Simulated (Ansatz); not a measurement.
**Formation energy and levels of the substitutional impurity Ir_W in Na2WO4 (Fd-3m)**

Charge states of Ir_W in Na2WO4 (Fd-3m), set against the band edges. Model: a cell of 56 host atoms with 1 W taken out and 1 Ir put in.

Calculated with Ansatz 0.2.0; place-levels on PBEsol runs: charge-transition levels and formation energies with image-charge correction and potential alignment at the atomic sites.

## (1) The structure

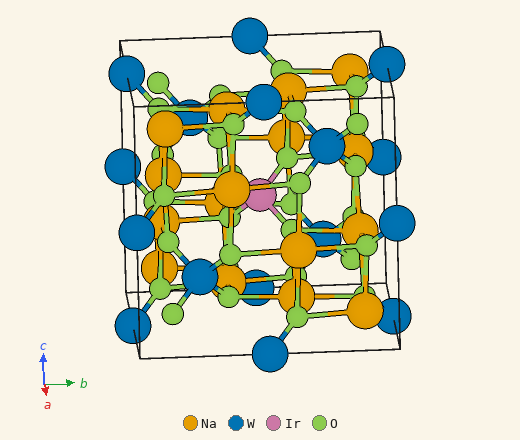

The starting structure, seen slightly off an axis (sodium orange, tungsten blue, iridium pink, oxygen green). Some periodic images of atoms are drawn too.

The cell holds 56 atoms: 16 Na, 7 W, 1 Ir and 32 O. Its edges and angles: a = 9.109 Å, b = 9.109 Å, c = 9.109 Å, α = 90.0°, β = 90.0°, γ = 90.0°. It derives from Na2WO4 (space group Fd-3m). Nearest the centre at fractional (0.500, 0.500, 0.500): Ir24 at 0.00 Å, O53 at 1.79 Å, O42 at 1.79 Å, O47 at 1.79 Å, O52 at 1.79 Å, O32 at 3.75 Å, O25 at 3.75 Å, O26 at 3.75 Å.

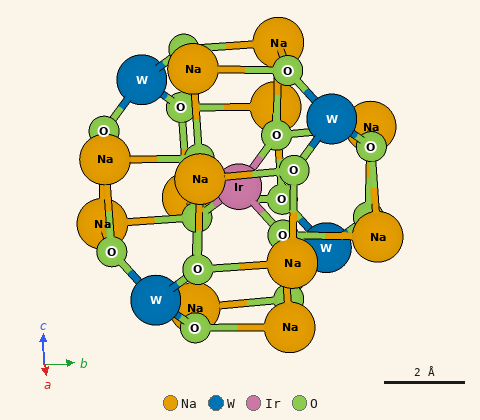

The atoms within 5 Å of the centre.

The host's dielectric constants go in as inputs: 2.87 for the electrons alone, 6.09 with the ions, from a response run on this crystal (DFPT, PBEsol) at that run's own cell.

The cell's shortest repeat is 9.1 Å.

## (2) Charge states

A transition level is the Fermi level at which two charge states cost the same, so each charge needs its own total energy, at its own relaxed structure.

Each atom starts 0.05 Å or so off its site in a random direction: a symmetric start keeps its symmetry, and would miss off-centre moves and Jahn–Teller distortions. Forces are taken at one point at (¼, ¼, ¼). The cell holds 2 electrons more than the neutral one, with a uniform background that keeps it neutral on the whole. The electron count is odd, so at least one spin is unpaired; this run locks the moment at 1 μB.

The sampling was tested on the host first: at the k-points planned (1x1x1 shifted 0.25 0.25 0.25) its energy lies 0.000 eV an atom from the dense-mesh value, under the bound of 0.02 eV set for this test; that bounds the host's error, not the defect's.

One of the inputs; charge, spin and start change from state to state.

The input, qm2_M1.relax/input.yaml:

```yaml
crystal:
  lattice:
    - [9.1091061, 0.0, 0.0]
    - [0.0, 9.1091061, 0.0]
    - [0.0, 0.0, 9.1091061]
  atoms:
    - { symbol: Na, position: [0.125, 0.375, 0.375] }
    - { symbol: Na, position: [0.125, 0.875, 0.875] }
[... 5 atom lines left out ...]
    - { symbol: Na, position: [0.875, 0.625, 0.375] }
[... 1 atom line left out ...]
    - { symbol: Na, position: [0.375, 0.875, 0.625] }
    - { symbol: Na, position: [0.875, 0.375, 0.625] }
[... 12 atom lines left out ...]
    - { symbol: Ir, position: [0.5, 0.5, 0.5] }
    - { symbol: O, position: [0.36328797, 0.13671203, 0.63671203] }
    - { symbol: O, position: [0.36328797, 0.63671203, 0.13671203] }
[... 1 atom line left out ...]
    - { symbol: O, position: [0.86328797, 0.63671203, 0.63671203] }
    - { symbol: O, position: [0.13671203, 0.36328797, 0.63671203] }
[... 1 atom line left out ...]
    - { symbol: O, position: [0.63671203, 0.36328797, 0.13671203] }
    - { symbol: O, position: [0.63671203, 0.86328797, 0.63671203] }
[... 1 atom line left out ...]
    - { symbol: O, position: [0.13671203, 0.63671203, 0.36328797] }
    - { symbol: O, position: [0.63671203, 0.13671203, 0.36328797] }
    - { symbol: O, position: [0.63671203, 0.63671203, 0.86328797] }
    - { symbol: O, position: [0.36328797, 0.36328797, 0.86328797] }
    - { symbol: O, position: [0.36328797, 0.86328797, 0.36328797] }
    - { symbol: O, position: [0.86328797, 0.36328797, 0.36328797] }
[... 2 atom lines left out ...]
    - { symbol: O, position: [0.38671203, 0.61328797, 0.61328797] }
[... 4 atom lines left out ...]
    - { symbol: O, position: [0.61328797, 0.38671203, 0.61328797] }
[... 4 atom lines left out ...]
    - { symbol: O, position: [0.61328797, 0.61328797, 0.38671203] }
    - { symbol: O, position: [0.38671203, 0.38671203, 0.38671203] }
[... 2 atom lines left out ...]
    - { symbol: O, position: [0.88671203, 0.88671203, 0.38671203] }
  host:
    repeats: [1, 1, 1]
    atoms:
      - { symbol: Na, position: [0.125, 0.375, 0.375] }
      - { symbol: Na, position: [0.125, 0.875, 0.875] }
      # ... 54 more atoms of the perfect host
total_charge: -2
basis:
  ecutwfc: 420
  xc_grid: 2
hamiltonian:
  xc: pbesol
kpoints:
  mp_grid: { grid: [1, 1, 1], shift: [0.25, 0.25, 0.25] }
magnetization:
  spin_polarized: true
  initial_magnetization: 1
  spin_locking: { lock_magnetization: hard }
scf:
  occupations: { method: fixed }
  max_iter: 60
output:
  forces: true
  charged_corrections:
    epsilon: 2.87
    static_epsilon: 6.09
    defect_position: [0.5, 0.5, 0.5]
relax:
  f_tol: 0.02
  max_steps: 80
  random_displacement: { amplitude: 0.05, seed: 9294 }
checkpoint:
  write: "../qm2_M1.relax.run"
  compress: false
  write_wavefunctions: true
  write_every: 100000
```

On the command line:

```sh
ansatz run input.yaml --threads 4 --pin off --max-ram 7536MiB --backend cpu --events-out ev --progress --plain --runs-dir out
```

Defect states can disperse in a cell of this size, so the energy is taken again at a 2×2×2 shifted mesh, on the relaxed structure.

The run of this state that the levels use, under PBEsol:

The input, qm2_M1.point/input.yaml:

```yaml
crystal:
  checkpoint: "../qm2_M1.relax.run"
  host: checkpoint
total_charge: -2
basis:
  ecutwfc: 420
  xc_grid: 2
hamiltonian:
  xc: pbesol
kpoints:
  mp_grid: { grid: [2, 2, 2], shift: [0.5, 0.5, 0.5] }
magnetization:
  spin_polarized: true
  initial_magnetization: 1
  spin_locking: { lock_magnetization: hard }
scf:
  occupations: { method: fermi_dirac, width: 0.01 }
  max_iter: 60
output:
  forces: true
  eigenvalues: true
  charged_corrections:
    epsilon: 2.87
    static_epsilon: 6.09
    defect_position: [0.5, 0.5, 0.5]
  eigenstates: { localisation: true }
  populations: true
  efg: {}
  band_densities: [{ bands: [v1, v1] }, { bands: [c1, c1] }]
  write_density: true
  write_potential: true
  volumetric_format: npy
checkpoint:
  read: "../qm2_M1.relax.run"
  write: "../qm2_M1.point.run"
  compress: false
  write_wavefunctions: false
  write_every: 100000
```

Relaxations under PBEsol at one point at (¼, ¼, ¼); times on 4 threads of Arm Neoverse V1, shared host:

| charge | moment (μB) | occupations | outcome | steps | largest displacement against the far atoms (Å) | time |
| --- | --- | --- | --- | --- | --- | --- |
| −2 | 1 | fixed | converged | 11 | 0.44 | 4.7 min |
| −1 | 0 | fixed | converged | 5 | 0.08 | 55 s |
| 0 | 1 | fixed | not converged | - | - | 88 s |
| 0 | 1 | fermi-dirac | converged | 9 | 0.16 | 4.3 min |

Single points under PBEsol at a 2×2×2 shifted mesh; times on 4 threads of Arm Neoverse V1, shared host:

| charge | moment (μB) | occupations | outcome | time |
| --- | --- | --- | --- | --- |
| −2 | 1 | fermi-dirac | converged | 2.8 min |
| −1 | 0 | fermi-dirac | converged | 54 s |
| 0 | 1 | fermi-dirac | converged | 2 min |

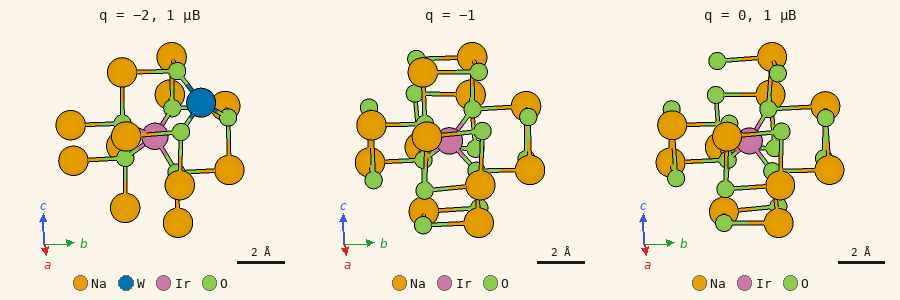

The structures near the centre after relaxation with PBEsol, by charge.

Distances (Å) from Ir24 to the nearest atoms after relaxation with PBEsol:

| charge | moment (μB) | 1. | 2. | 3. | 4. | 5. | 6. |
| --- | --- | --- | --- | --- | --- | --- | --- |
| −2 | 1 | O 1.85 | O 1.85 | O 1.85 | O 2.15 | W 3.33 | O 3.40 |
| −1 | 0 | O 1.87 | O 1.87 | O 1.87 | O 1.87 | Na 3.72 | Na 3.72 |
| 0 | 1 | O 1.81 | O 1.81 | O 1.81 | O 1.81 | O 3.72 | O 3.72 |

## (3) place-levels, PBEsol

A charged cell interacts with its images and the background, and its potential has another zero than the host's. place-levels removes the first by a point-charge model, screened by the static dielectric constant since the ions have relaxed around the charge, and the second by comparing potentials at atoms far from the defect.

The host is a run of the defect-free crystal in the same cutoffs, grids and k-points, so that basis and sampling errors cancel in part in the differences. Its band edges come from a run of the primitive cell that searches the zone for them. Chemical potentials are energies per atom of W (bcc) and Ir (fcc), run with the same functional and cutoff.

The input, levels.point.yaml:

```yaml
host:
  run: host.point.run
  levels_from: { run: edges.point.run }
states: [qm2_M1.point.run, qm1.point.run, q0_M1.point.run]
geometry_from:
  qm2_M1.point.run: qm2_M1.relax.run
  qm1.point.run: qm1.relax.run
  q0_M1.point.run: q0_M1.relax_smeared.run
  host.point.run: host.relax.run
chemical_potentials:
  W:
    energy: -10256.565169
    dataset: "<sha256 of the dataset>"
  Ir:
    energy: -11799.036216
    dataset: "<sha256 of the dataset>"
epsilon: 2.87
static_epsilon: 6.09
vertical:
  - { from: qm2_M1.point.run, to: qm2_M1.point_neutral.run }
  - { from: qm1.point.run, to: qm1.point_neutral.run }
```

On the command line:

```sh
ansatz place-levels levels.point.yaml -- --threads 4 --pin off --max-ram 7536MiB
```

Numbers of over 12 decimals in the logs are rounded to 6 here.

The log of the run:

```text
[... repeated set-up lines and file paths are left out, and long positions are rounded to six places ...]
(0/-1) 3.479 eV above the valence edge, 1.500 eV under the conduction edge
(-1/-2) 5.297 eV above the valence edge, in the conduction band
formation energy of charge 0: +8.518 eV with the Fermi level at the valence edge
formation energy of charge -1: +11.997 eV with the Fermi level at the valence edge
formation energy of charge -2: +17.295 eV with the Fermi level at the valence edge
vertical -2 to 0: no energy, since no alignment is typed
  the change from vertical[0].from (qm2_M1.point.run) to vertical[0].to (qm2_M1.point_neutral.run): by its potential at epsilon 2.87 it stands at 0.526 0.527 0.526, with an rms radius of about 2.1 Å (1.2 1.2 1.2 Å across the planes of the cell's vectors); [...]
vertical -1 to 0: no energy, since no alignment is typed
  the change from vertical[1].from (qm1.point.run) to vertical[1].to (qm1.point_neutral.run): by its potential at epsilon 2.87 it stands at 0.500 0.500 0.500, with an rms radius of about 1.6 Å (0.9 0.9 0.9 Å across the planes of the cell's vectors); [...]
  edges by pbesol of host.levels_from (edges.point.run), its mesh sampled to repeats of 32.21 Å (the valence edge +0.048 eV and the conduction edge -0.282 eV from those of the host's own run), gap 4.979 eV; the host is sampled to repeats of 25.76 Å
  the defect's cells are sampled to repeats of 25.76 Å, like sampling
  charge 0: +0.000 eV for its dipole among its images, +0.000 omitted
  charge -1: -125179.3130 eV with its correction of +0.355 eV, at epsilon 6.09, aligned at sites: +0.0131 eV, mean over 23 atomic sites at or beyond 4.55 Å from the defect at [0.5000, 0.5000, 0.5000], with +0.000000 for the charge's moments and without [...]
  charge -2: -125169.6475 eV with its correction of +1.414 eV, at epsilon 6.09, aligned at sites: +0.0297 eV, mean over 23 atomic sites at or beyond 4.55 Å from the defect at [0.5000, 0.5000, 0.5000], with +0.000000 for the charge's moments and without [...]
  of states[2] (q0_M1.point.run): its displacements don't fall off away from the defect: farther atoms stand 0.017 Å off the host's places. [...]
  of states[1] (qm1.point.run): its alignment with the host at atomic sites is doubtful: the mean over the far sites moves by -0.0508 eV from their farther parts to their nearer, more than 0.05 eV. [...]
  of states[0] (qm2_M1.point.run): it parts from the run that its charge is read beside by 2 carriers, of which the mean alone is read, by its potential at epsilon 2.87, taken for that of held ions (one typed too small widens it): that is narrow, but one of [...]
  of vertical[0].from (qm2_M1.point.run): its displacements don't fall off away from the defect: farther atoms stand 0.08 Å off the host's places. [...]
  vertical[0].to (qm2_M1.point_neutral.run): levels filled in part (TS 0.014 eV): its energy is of no whole electron's
  of vertical[0].to (qm2_M1.point_neutral.run): its displacements don't fall off away from the defect: farther atoms stand 0.08 Å off the host's places. [...]
  of vertical[1].from (qm1.point.run): its displacements don't fall off away from the defect: farther atoms stand 0.024 Å off the host's places. [...]
  vertical[1].to (qm1.point_neutral.run): levels filled in part (TS 0.014 eV): its energy is of no whole electron's
  of vertical[1].to (qm1.point_neutral.run): its displacements don't fall off away from the defect: farther atoms stand 0.024 Å off the host's places. [...]
```

Wall time 0.37 s (4 threads of Arm Neoverse V1, shared host).

Levels between the charges placed, in eV above the valence top:

|  | gap (eV) | (0/−1) | (−1/−2) |
| --- | --- | --- | --- |
| PBEsol | 4.98 | 3.48 | 5.30 |

Corrections by state:

| charge | moment (μB) | image terms and alignment (eV) | band filling (eV) | ε used | over the lowest of its charge, as the program ranks them, band filling apart (eV) |
| --- | --- | --- | --- | --- | --- |
| 0 | 1.0 | 0.000 | - | - | 0.000 |
| −1 | 0.0 | 0.355 | - | 6.09 | 0.000 |
| −2 | 1.0 | 1.414 | - | 6.09 | 0.000 |

The charged structures listed were also run neutral, and place-levels reads from each pair, by the potential or the spins, how wide the charge is by which they differ; that can be the carrier of either run.

| charge | rms radius (Å) | spread where it is widest against the cell (Å) | wide from (Å) | reading |
| --- | --- | --- | --- | --- |
| −1 | 1.6 | 0.91 | 1.58 | narrow |
| −2 | 2.1 | 1.24 | 1.58 | narrow |

The neutral runs of these pairs need not share the spin of the lowest neutral state, and very wide values only mean spread over the cell.

From the program's caveats on the states, each cut to its opening words:

- charge 0 (1 μB): its displacements don't fall off away from the defect: farther atoms stand 0.017 Å off the host's places
- charge 0 (1 μB): flagged: stability check not made
- charge −1: its alignment with the host at atomic sites is doubtful: the mean over the far sites moves by -0.0508 eV from their farther parts to their nearer, more than [...]
- charge −1: its displacements don't fall off away from the defect: farther atoms stand 0.024 Å off the host's places
- charge −2 (1 μB): it parts from the run that its charge is read beside by 2 carriers, of which the mean alone is read, by its potential at epsilon 2.87, taken for that of held [...]
- charge −2 (1 μB): its alignment with the host at atomic sites is doubtful: the mean over the far sites moves by -0.1716 eV from their farther parts to their nearer, more than [...]
- charge −2 (1 μB): its displacements don't fall off away from the defect: farther atoms stand 0.08 Å off the host's places

Chemical potentials of the elements' reference phases, run alike. Formation energy by charge state (elemental references; gap 4.98 eV):

| charge | at valence top (eV) | at conduction bottom (eV) | correction included (eV) |
| --- | --- | --- | --- |
| 0 | 8.52 | 8.52 | 0.00 |
| −1 | 12.00 | 7.02 | 0.36 |
| −2 | 17.29 | 7.34 | 1.41 |

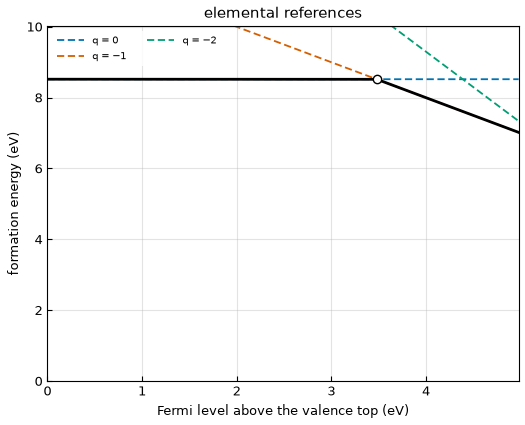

Formation energy against Fermi level; the thick line follows the lowest charge state and circles mark the transition levels.

Charge transition levels, in eV, zero at the valence-band top of the host:

|  | conduction bottom | valence top |
| --- | --- | --- |
| Ir_W | 4.98 | 0.00 |

|  | level | energy (eV) |
| --- | --- | --- |
| Ir_W | (0/−1) | 3.48 |
| Ir_W | (−1/−2) | 5.30 |

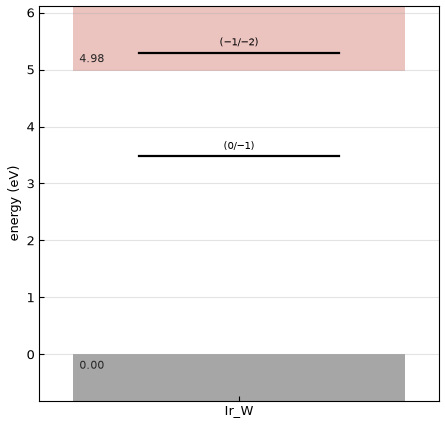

Charge transition levels. Shaded: valence and conduction bands.

## (4) Outcome

```yaml
gap_of_the_host: 4.98 eV (PBEsol)
level_0_minus_1: 3.48 eV above the valence top
level_minus_1_minus_2: 5.30 eV above the valence top, past the conduction bottom
lowest_of_the_charges_placed_just_above_the_valence_top_0p02_ev: 0
lowest_of_the_charges_placed_just_below_the_conduction_bottom_0p02_ev: −1
lowest_formation_energy_at_mid_gap_of_the_charges_run_elemental_references: 8.52 eV
```

**Reading.** Of the charges placed (−2, −1 and 0), the lowest changes at 3.48 eV (0/−1) above the valence top, in a gap of 4.98 eV. Charges above 0 were not placed, so these runs say nothing of levels that involve them. States placed: 0 at 1 μB; −1 at 0 μB; −2 at 1 μB. Other spin states or structures, where not listed, weren't placed. Ir is taken at its element; compounds, which aren't counted here, bound the chemical potentials and would shift these formation energies. The program doubts the alignment of potentials for at least one state, a sign that the cell is small. Limits: PBEsol makes the gap too small and tends to spread out bound carriers; where a gas molecule sets a chemical potential or the host's formation energy, its binding is uncorrected; spin–orbit coupling, which can matter with heavy atoms, is left out.

[Logs are printed without paths, hosts, clocks, repeated set-up lines and the standing remarks that a program may print on its own settings, such as how far it seeks lower states.]

[Hosts, paths, dates, database ids (printed as entryN), source tags and the programs' standing remarks are cut or masked in the printed files.]

[Where a table of states has a column of steps, it counts the stored structures, which are thinned; the runs took as many ionic steps or more.]

[A defect's name tells the site on which it was built; relaxed atoms can leave that site.]

[For some hosts the program warned that the k-mesh of the response run may be too coarse for force constants and the static dielectric constant; such warnings are not shown here.]
